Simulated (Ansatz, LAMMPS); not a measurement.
# Amorphous 89SiO2-11P2O5 (mol %) (96 atoms): geometry optimisation, part 4 of 4

Wanted: the relaxed structure of amorphous 89SiO2-11P2O5 (mol %) (96 atoms) and its electronic structure.

Ansatz 0.2.0; Kohn-Sham DFT, PBE, PAW (set soft_2), plane waves.

The cell: 25 Si, 6 P and 65 O. The quench rate of 50 K/ps far exceeds what a furnace or splat quench reaches. The network of bonds at the start is that of the classical potential that made the cell. Only the Γ point is sampled in the main run, in a cell whose shortest periodic width is 11 Å.

So far. Step 4 (Cell and atoms relaxed): The relaxation changed the energy by -70.1 meV/atom, and atoms moved by 0.21 Å r.m.s., 0.44 Å at most. Step 7 (K-mesh 2×2×2): Forces differ from those of the single point at the relaxed geometry by 1.5 meV/Å r.m.s.; the energy by -0.24 meV/atom. It took 1.7 min and 9 cycles; the reference's time can't be set against it, since the two runs asked for unlike analyses.

## Step 8: Functional HSE06

HSE06 mixes in a quarter of exact exchange at short range, which counters self-interaction, at a higher cost.

This step: Kohn-Sham DFT, HSE06, PAW (set soft_2), plane waves (Ansatz 0.2.0).

Input file input.yaml:

```yaml
crystal:
  lattice:
    - [11.08019, -0.11601, 0.04703]
    - [-0.11601, 10.69727, 0.08409]
    - [0.04703, 0.08409, 11.61079]
  atoms:
    [... the 96 atom lines of step 6 ...]
kpoints:
  mp_grid: { grid: [1, 1, 1] }
hamiltonian:
  xc: hse06
scf:
  occupations: { method: fermi_dirac, width: 0.025 }
output:
  forces: true
  stress: true
  populations: true
  dos:
    method: { smearing: { sigma: 0.08 } }
    de: 0.05
    projected: { site_lists: { O: [O], P: [P], Si: [Si] } }
  eigenvalues: true
```

Launch:

```bash
> ansatz run input.yaml --threads 4 --pin off --max-ram 8192MiB --backend cpu --events-out ev --progress --plain --runs-dir out
```

Numbers of over 12 decimals in the logs are rounded to 6 here.

The log of the run:

```text
Warning: output.stress: scf.convergence.dr2_threshold = 1e-7 eV (the SCF's general default) is looser than the 1.6e-9 eV advised for a printed stress (1e-10 eV for each atom of the cell: 96, of which 16 are counted). What an SCF threshold leaves in a stress goes as its square root, and in the free energy as the threshold itself, and one threshold admits the most on a small cell: [...]
Warning: output.stress: scf.exx.energy_threshold = 1e-6 eV is looser than the 1.6e-7 eV advised for a stress under a hybrid functional (1e-8 eV for each atom of the cell: 96, of which 16 are counted). Every SCF of the exchange loop can meet its threshold on dr2 while the loop round them stops early: [...]
exact exchange: scf.exx.singularity resolves to wigner_seitz, which cuts the screened interaction at the faces of the exchange supercell's Wigner-Seitz cell, so that each pair interacts once, at the shortest of its separations (the periodic images that this leaves out come, [...]
[...]
Crystal: 96 atoms, lattice volume = 1375.942 Å³
Basis set: ecut = 420 eV, 26903 PW (Γ), exchange–correlation on 150×144×160 points (8 copies of the dense FFT grid, shifted against one another)
Bands: 356, of which v1, the nominal top of the filled ones, is band 260 counted from 1 (259 counted from 0)
Symmetry: 1 space group operations
[...]
k-points: 1
[...]
SCF iter   1: F=—  HF=-57398.556382 eV  |F-HF|=—  |Δ(HF+E_count)|=         —  Δρ=2.15e-3  dr2=6.39e-2  ethr=1.77e-3  ⟨swp⟩=13.0  Hψ=2132  notcnv=0
[...]
SCF iter   4: F=-57398.581792 eV  HF=-57398.581826 eV  |F-HF|=3.35e-5  |Δ(HF+E_count)|=   2.86e-3  Δρ=2.64e-4  dr2=6.43e-4  ethr=4.02e-7  ⟨swp⟩=5.0  Hψ=833  notcnv=0
SCF 1 stopped early in 4 iterations: F = -57398.581792 eV  dr2 = 6.43e-4
[...]
Exchange kernel: α = 0.2500, screened, ω = 0.2079 Å⁻¹, Wigner–Seitz truncation, v(0) = 951.8275 eV·Å³, q-mesh 1×1×1, nearest image of the exchange supercell L = 10.70 Å, pair-density grid 54×54×60, without the augmentation charges, whose exchange is taken in its separable form (sized by the pseudopotential files, [...]
Frozen-core exchange: fock
SCF iter   1: F=—  HF=-57407.410166 eV  |F-HF|=—  |Δ(HF+E_count)|=         —  Δρ=6.98e-3  dr2=5.64e-1  ethr=1.24e-6  ⟨swp⟩=16.0  Hψ=2019  notcnv=0
[...]
SCF iter   7: F=-57407.375964 eV  HF=-57407.375971 eV  |F-HF|=6.80e-6  |Δ(HF+E_count)|=   1.17e-4  Δρ=3.61e-5  dr2=1.70e-5  ethr=2.64e-9  ⟨swp⟩=6.0  Hψ=1459  notcnv=0
SCF 2 stopped early in 7 iterations: F = -57407.375964 eV  dr2 = 1.70e-5
  Residual-converged pass: ⟨swp⟩=4.0  Hψ=956  notcnv=0  max |occ|·‖R‖ = 5.3e-6 eV (tolerance 6.7e-6 eV)  dr2=1.66e-5  dr2_onsite=7.70e-7  max |Δocc| = 0.0e0
[...]
hybrid outer 1: dexx = +1.937e-1 eV, tail = 2.07e-4 eV
[...]
Frozen-core exchange: fock
SCF iter   1: F=—  HF=-57407.373412 eV  |F-HF|=—  |Δ(HF+E_count)|=         —  Δρ=3.10e-5  dr2=8.37e-6  ethr=1.99e-7  ⟨swp⟩=16.0  Hψ=1153  notcnv=0
[...]
SCF iter   5: F=-57407.373415 eV  HF=-57407.373415 eV  |F-HF|=1.56e-9  |Δ(HF+E_count)|=  2.26e-10  Δρ=5.61e-7  dr2=5.12e-9  ethr=2.49e-12  ⟨swp⟩=7.0  Hψ=863  notcnv=0  defer=1
SCF 3 converged in 5 iterations: F = -57407.373415 eV  dr2 = 5.12e-9
[...]
hybrid outer 2: dexx = +3.120e-6 eV, tail = 4.03e-8 eV, Δε = 9.84e-4 eV (about 1.42e-5 eV left of the loop's levels), ΔF = 8.73e-3 eV/Å (tail 6.09e-4)
hybrid SCF converged: 2 outer / 12 inner (+4 warm-up), last move |dexx| = 3.12e-6 eV, tail = 4.03e-8 eV
Stability not checked: this state was not tested for a lower state beside it, because the functional holds exact exchange (a hybrid, or Hartree-Fock), whose exchange loop this test does not read (fock_operator; see scf.lower_state_search)
Free energy (F): -57407.373415 eV
Frozen-core exchange: fock
[...]
Internal energy: -57407.373415 eV  (E = F + TS)
E sigma→0 (E₀):  -57407.373415 eV
Fermi energy:    4.191745 eV
[...]
Σ components = -57407.373415   (vs F -57407.373415, Δ=0.00e0)
--- Forces (eV/Å), atoms counted from 1 ---
  atom   1  Si    -0.00021901    -0.02951245    -0.03227033
  atom   2  Si     0.02379594     0.03257361     0.01030046
  atom   3  Si    -0.02993243    -0.00543497     0.05550590
  atom   4  Si     0.00172781     0.01939603     0.00962834
[...]
atom  96  O     -0.15542644    -0.01662122     0.71812187
  max |Σ_I F_I| component: 2.76e-4 eV/Å
--- Stress (GPa, compression-positive) ---
       -5.089850       0.006734      -0.052450
        0.006732      -5.000129      -0.051510
       -0.052447      -0.051512      -5.122333
  P = ⅓ Tr σ = -5.0708 GPa (-50.708 kbar)
--- Band table (eV) ---
[...]
--- Löwdin populations: 96 sites ---
  site symbol       q [e]
     0     Si      2.1469
     1     Si      2.1383
     2     Si      2.1244
[...]
95      O      6.7772
  spilling = 0.015085 (of n_electrons = 520.000000)
```

Wall time 2.8 min (4 threads of Intel Xeon Platinum 8488C (Sapphire Rapids), shared host); peak memory 4.2 GiB.

The program notes that the exchange threshold is loose for the stress and the SCF threshold is loose for the stress.

Geometry and reference: those of the single point at the relaxed geometry.

Forces differ from those of the single point at the relaxed geometry by 249 meV/Å r.m.s.; the pressure by -5.1 GPa and the gap by +1.8 eV. It took 2.8 min and 16 cycles; the reference's time can't be set against it, since the two runs asked for unlike analyses.

The run gave:

```
free energy                                      : -57407.3734 eV
free energy per atom                             : -597.9935 eV/atom
SCF cycles                                       : 16
pressure                                         : -5.071 GPa
r.m.s. force component                           : 0.2488 eV/Å
longest force                                    : 1.15 eV/Å
Fermi energy                                     : 4.192 eV
gap (highest filled to lowest empty level) : 6.089 eV
spilling of the projection                       : 0.01508
```

Length of the force by element and coordination:

| element | coordination | atoms | mean length of the force (eV/Å) | spread | least | most |
| --- | --- | --- | --- | --- | --- | --- |
| O | all | 65 | 0.462 | 0.242 | 0.0411 | 1.15 |
| O | 1 | 5 | 1.08 | 0.0465 | 1.00 | 1.15 |
| O | 2 | 60 | 0.411 | 0.17 | 0.0411 | 0.755 |
| P | all | 6 | 0.0682 | 0.0246 | 0.0361 | 0.104 |
| Si | all | 25 | 0.0636 | 0.0206 | 0.0161 | 0.0967 |
| Si | 4 | 24 | 0.0624 | 0.0202 | 0.0161 | 0.0967 |
| Si | 5 | 1 | 0.0918 | 0 | 0.0918 | 0.0918 |

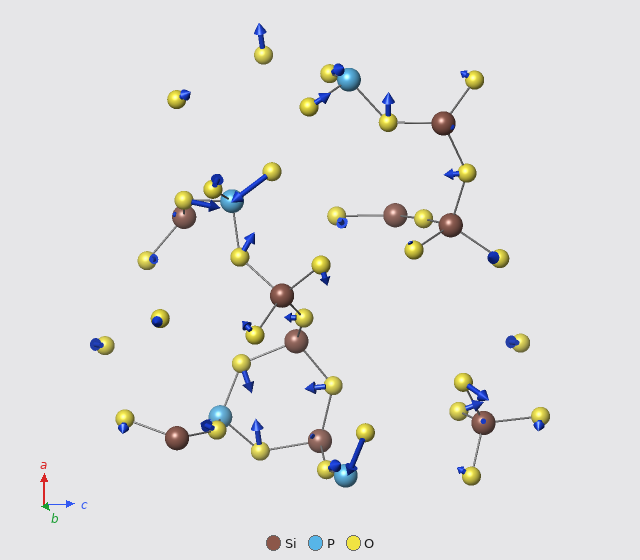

Forces as arrows; the longest in the cell is 1.15 eV/Å. Drawn is a slice 4 Å thick, seen along the normal of the ac plane. Bonds to atoms that aren't drawn are left out.

Löwdin charges by element and coordination (they lack the spilled electrons, 0.082 e an atom on average):

| element | coordination | atoms | mean charge (e) | spread | least | most |
| --- | --- | --- | --- | --- | --- | --- |
| O | all | 65 | -0.804 | 0.0191 | -0.846 | -0.739 |
| O | 1 | 5 | -0.825 | 0.014 | -0.846 | -0.805 |
| O | 2 | 60 | -0.802 | 0.0184 | -0.841 | -0.739 |
| P | all | 6 | 2.26 | 0.0357 | 2.23 | 2.34 |
| Si | all | 25 | 1.86 | 0.0143 | 1.81 | 1.88 |
| Si | 4 | 24 | 1.86 | 0.0098 | 1.84 | 1.88 |
| Si | 5 | 1 | 1.81 | 0 | 1.81 | 1.81 |

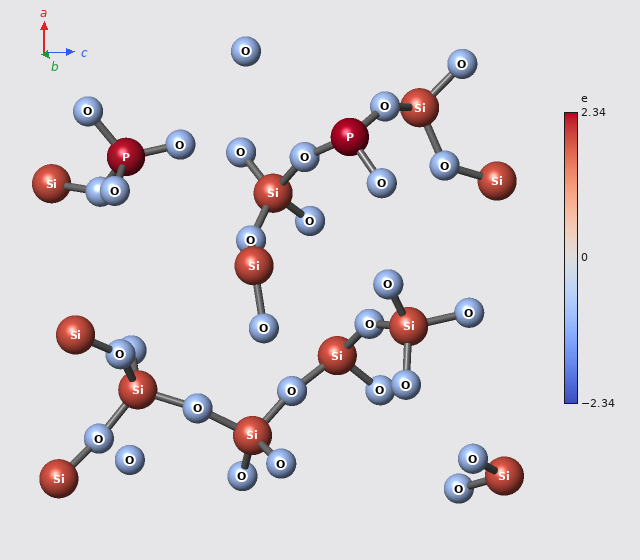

Atoms coloured by Löwdin charge. Drawn is a slice 4 Å thick, seen along the normal of the ac plane. Bonds to atoms that aren't drawn are left out.

Density of states as counts of states in windows of 1 eV (from the Fermi level), total and the larger projections:

| from (eV) | to (eV) | total | O p | Si p |
| --- | --- | --- | --- | --- |
| -14 | -13 | 15.7 | 10.3 | 0.6 |
| -13 | -12 | 14.3 | 9.8 | 0.9 |
| -12 | -11 | 16.9 | 12.0 | 1.5 |
| -11 | -10 | 29.2 | 21.7 | 4.2 |
| -10 | -9 | 35.8 | 27.8 | 6.5 |
| -9 | -8 | 19.5 | 15.3 | 1.2 |
| -8 | -7 | 48.4 | 41.7 | 2.8 |
| -7 | -6 | 70.3 | 64.6 | 2.3 |
| -6 | -5 | 76.5 | 72.2 | 1.3 |
| -5 | -4 | 34.9 | 33.7 | 0.3 |
| -4 | -3 | 22.1 | 21.0 | 0.1 |
| -3 | -2 | 0.4 | 0.3 | 0.0 |
| -2 | 2 | 0.0 | 0.0 | 0.0 |
| 2 | 3 | 0.5 | 0.0 | 0.0 |
| 3 | 4 | 1.5 | 0.1 | 0.0 |
| 4 | 5 | 9.9 | 0.8 | 2.4 |

Between -26 and -14 eV lie 129 more states.

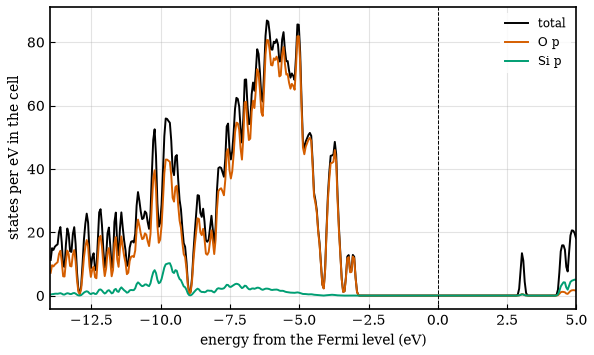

Total and projected density of states, with the broadening of the input.

The levels nearest the highest filled one (over half full), pooled over k-points and spins:

| level less the highest filled one (eV) | occupation |
| --- | --- |
| -0.654 | 2 |
| -0.645 | 2 |
| -0.600 | 2 |
| -0.504 | 2 |
| -0.196 | 2 |
| 0 | 2 |
| 6.09 | 0 |
| 7.49 | 0 |
| 7.62 | 0 |
| 7.81 | 0 |
| 7.90 | 0 |
| 8.00 | 0 |

## Step 9: Functional r2SCAN (500 eV)

The meta-GGA r2SCAN uses the kinetic energy density as well as the density and its gradient. Besides, the cutoff goes from 420 to 500 eV.

This step: Kohn-Sham DFT, r2SCAN, PAW (set soft_2), plane waves (Ansatz 0.2.0).

input.yaml, as its differences from that of step 8:

```diff
@@ -10,3 +10,3 @@
 hamiltonian:
-  xc: hse06
+  xc: r2scan
 scf:
```

The log of the run:

```text
[...]
Crystal: 96 atoms, lattice volume = 1375.942 Å³
Basis set: ecut = 500 eV, 34927 PW (Γ), exchange–correlation on 324×320×360 points (64 copies of the dense FFT grid, shifted against one another)
Bands: 356, of which v1, the nominal top of the filled ones, is band 260 counted from 1 (259 counted from 0)
Symmetry: 1 space group operations
[...]
k-points: 1
[...]
SCF iter   1: F=—  HF=-57585.433244 eV  |F-HF|=—  |Δ(HF+E_count)|=         —  Δρ=7.50e-3  dr2=8.21e-1  dr2_τ=8.35e0  ethr=1.77e-3  ⟨swp⟩=7.0  Hψ=1869  notcnv=0  defer=63
[...]
SCF iter   9: F=—  HF=-57587.830308 eV  |F-HF|=—  |Δ(HF+E_count)|=   9.40e-7  Δρ=2.75e-6  dr2=1.13e-7  dr2_τ=1.29e-8  ethr=1.97e-10  ⟨swp⟩=2.0  Hψ=523  notcnv=0  defer=89
SCF iter  10: F=-57587.830308 eV  HF=-57587.830308 eV  |F-HF|=3.55e-8  |Δ(HF+E_count)|=   1.65e-7  Δρ=1.31e-6  dr2=2.45e-8  dr2_τ=3.02e-9  ethr=1.92e-11  ⟨swp⟩=18.0  Hψ=2438  notcnv=0
SCF 1 converged in 10 iterations: F = -57587.830308 eV  dr2 = 2.45e-8
[...]
SCF converged after 10 iterations
Free energy (F): -57587.830308 eV
[...]
Internal energy: -57587.830308 eV  (E = F + TS)
E sigma→0 (E₀):  -57587.830308 eV
Fermi energy:    4.484579 eV
[...]
Σ components = -57587.830308   (vs F -57587.830308, Δ=0.00e0)
--- Forces (eV/Å), atoms counted from 1 ---
  atom   1  Si     0.00129031    -0.03237001    -0.04047243
  atom   2  Si     0.03258933     0.01588125    -0.00194799
  atom   3  Si    -0.00296809    -0.01346006     0.04914586
  atom   4  Si     0.00338904     0.03111807     0.01830766
[...]
atom  96  O     -0.14100074    -0.04900804     0.57421046
  max |Σ_I F_I| component: 3.81e-5 eV/Å
--- Stress (GPa, compression-positive) ---
       -4.886902       0.016322      -0.024370
        0.016320      -4.819862      -0.044599
       -0.024370      -0.044599      -4.904678
  P = ⅓ Tr σ = -4.8705 GPa (-48.705 kbar)
--- Band table (eV) ---
[...]
--- Löwdin populations: 96 sites ---
  site symbol       q [e]
     0     Si      2.1423
     1     Si      2.1347
     2     Si      2.1207
[...]
95      O      6.7820
  spilling = 0.014857 (of n_electrons = 520.000000)
```

Wall time 32 s (4 threads); peak memory 3.7 GiB; 2 min of CPU time.

Geometry and reference: those of the single point at the relaxed geometry.

Forces differ from those of the single point at the relaxed geometry by 192 meV/Å r.m.s.; the pressure by -4.9 GPa and the gap by +0.66 eV. It took 32 s and 10 cycles; the reference's time can't be set against it, since the two runs asked for unlike analyses.

## Step 10: Functional PBEsol

PBEsol restores the gradient expansion of exchange for slowly varying densities and usually gives shorter bonds in solids than PBE.

This step: Kohn-Sham DFT, PBEsol, PAW (set soft_2), plane waves (Ansatz 0.2.0).

input.yaml, as its differences from that of step 9:

```diff
@@ -10,3 +10,3 @@
 hamiltonian:
-  xc: r2scan
+  xc: pbesol
 scf:
```

The log of the run:

```text
[...]
Crystal: 96 atoms, lattice volume = 1375.942 Å³
Basis set: ecut = 420 eV, 26903 PW (Γ), exchange–correlation on 150×144×160 points (8 copies of the dense FFT grid, shifted against one another)
Bands: 356, of which v1, the nominal top of the filled ones, is band 260 counted from 1 (259 counted from 0)
Symmetry: 1 space group operations
[...]
k-points: 1
[...]
SCF iter   1: F=—  HF=-56520.323258 eV  |F-HF|=—  |Δ(HF+E_count)|=         —  Δρ=1.13e-2  dr2=1.34e0  ethr=1.77e-3  ⟨swp⟩=7.0  Hψ=1873  notcnv=0  defer=61
[...]
SCF iter   9: F=—  HF=-56519.954747 eV  |F-HF|=—  |Δ(HF+E_count)|=   3.37e-7  Δρ=4.08e-6  dr2=2.00e-7  ethr=1.92e-11  ⟨swp⟩=18.0  Hψ=2415  notcnv=0
SCF iter  10: F=-56519.954747 eV  HF=-56519.954747 eV  |F-HF|=7.81e-9  |Δ(HF+E_count)|=   4.00e-9  Δρ=1.10e-6  dr2=1.94e-8  ethr=1.92e-11  ⟨swp⟩=5.0  Hψ=1040  notcnv=0
SCF 1 converged in 10 iterations: F = -56519.954747 eV  dr2 = 1.94e-8
[...]
SCF converged after 10 iterations
Free energy (F): -56519.954747 eV
[...]
Internal energy: -56519.954747 eV  (E = F + TS)
E sigma→0 (E₀):  -56519.954747 eV
Fermi energy:    4.458821 eV
[...]
Σ components = -56519.954747   (vs F -56519.954747, Δ=0.00e0)
--- Forces (eV/Å), atoms counted from 1 ---
  atom   1  Si     0.07245859     0.00889133    -0.01242621
  atom   2  Si    -0.02175705     0.01838367    -0.03209583
  atom   3  Si     0.00893091    -0.04159013    -0.01724110
  atom   4  Si     0.01422397     0.01632470    -0.00897448
[...]
atom  96  O     -0.06964967    -0.02395058     0.20335550
  max |Σ_I F_I| component: 3.42e-5 eV/Å
--- Stress (GPa, compression-positive) ---
       -2.463529       0.024706       0.022224
        0.024705      -2.556930      -0.003636
        0.022225      -0.003637      -2.425904
  P = ⅓ Tr σ = -2.4821 GPa (-24.821 kbar)
--- Band table (eV) ---
[...]
--- Löwdin populations: 96 sites ---
  site symbol       q [e]
     0     Si      2.2356
     1     Si      2.2275
     2     Si      2.2136
[...]
95      O      6.7394
  spilling = 0.015111 (of n_electrons = 520.000000)
```

Elapsed: 13 s, on 4 threads; peak memory 1.7 GiB; 47 s of CPU time.

Geometry and reference: those of the single point at the relaxed geometry.

Forces differ from those of the single point at the relaxed geometry by 70 meV/Å r.m.s.; the pressure by -2.5 GPa and the gap by -0.032 eV.

## Step 11: Cost against change

Each row is set against the single point at the relaxed geometry (Kohn-Sham DFT, PBE, PAW (set soft_2), plane waves; r.m.s. force component 0.00616 eV/Å). Energies are set beside the reference only for runs with its functional, potentials and electron count. Times are for 4 threads of Intel Xeon Platinum 8488C (Sapphire Rapids), shared host. The reference's time includes grids, which some other runs skip.

| run | Δ force, r.m.s. (meV/Å) | Δ energy (meV/atom) | Δ pressure (GPa) | Δ gap (eV) | cycles | time | host memory (GiB) |
| --- | --- | --- | --- | --- | --- | --- | --- |
| reference | - | - | - | - | 9 | 12 s | 1.7 |
| k-mesh 2×2×2 | 1.52 | -0.236 | 0.0023 | 0.001 | 9 | 1.7 min | 6.3 |
| functional HSE06 | 249 | - | -5.07 | 1.78 | 16 | 2.8 min | 4.2 |
| functional r2SCAN (500 eV) | 192 | - | -4.87 | 0.658 | 10 | 32 s | 3.7 |
| functional PBEsol | 70.3 | - | -2.48 | -0.032 | 10 | 13 s | 1.7 |

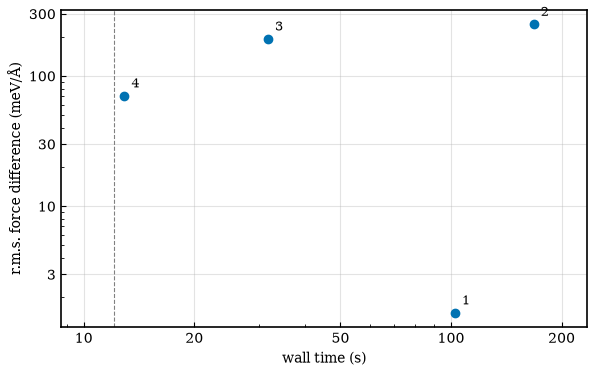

Force difference from the reference against wall time; the dashed line marks the reference's time. Points: 1 k-mesh 2×2×2; 2 functional HSE06; 3 functional r2SCAN (500 eV); 4 functional PBEsol.

## Step 12: What came out

```
energy change in the relaxation                  : -70.07 meV/atom
r.m.s. displacement                              : 0.209 Å
largest displacement                             : 0.439 Å
free energy per atom                             : -597.9012 eV/atom
pressure                                         : 0.001297 GPa
r.m.s. force component                           : 0.00616 eV/Å
gap (highest filled to lowest empty level) : 4.311 eV
wall time of the 7 DFT runs                      : 7.7 min
```

**Reading.** Relaxation lowers the energy by 70.1 meV/atom and moves atoms by 0.21 Å r.m.s.; the r.m.s. force component goes from 1.0 to 0.0062 eV/Å. Displacements are taken in the final cell, so they leave out its strain. By the final cutoffs 0 of 124 bonded pairs parted and 1 joined. The cell shrank by 3.7 % in volume. First to last step the energy falls by 6.727 eV, across changes of basis; the largest move, 0.44 Å, is that of O88. The O-P bonds change most in mean length: from 1.528 Å (spread 0.024) to 1.554 Å (spread 0.049). With the cutoffs above, 92 % of O atoms have 2, all P atoms have 4 and 96 % of Si atoms have 4 bonded neighbours. 92 % of the oxygens bridge two formers (Si and P) and 8 % are non-bridging. The highest filled and lowest empty levels differ by 4.31 eV (at Γ alone); a semilocal functional tends to put such gaps too low. In a disordered cell it changes from sample to sample, and tail or defect levels can set it.

Among the changes of functional, dispersion, potentials or spin, functional HSE06 moves the forces most, by 249 meV/Å r.m.s. The gap changes by +1.78 eV with HSE06.

Caveats: The starting topology of bonds comes from the classical model; in DFT 0 of its 124 bonded pairs passed out of the cutoffs and 1 came within them.

[Logs are printed without paths, hosts, clocks, repeated set-up lines and the standing remarks that a program may print on its own settings, such as how far it seeks lower states.]

[Hosts, paths, dates, database ids (printed as entryN), source tags and the programs' standing remarks are cut or masked in the printed files.]
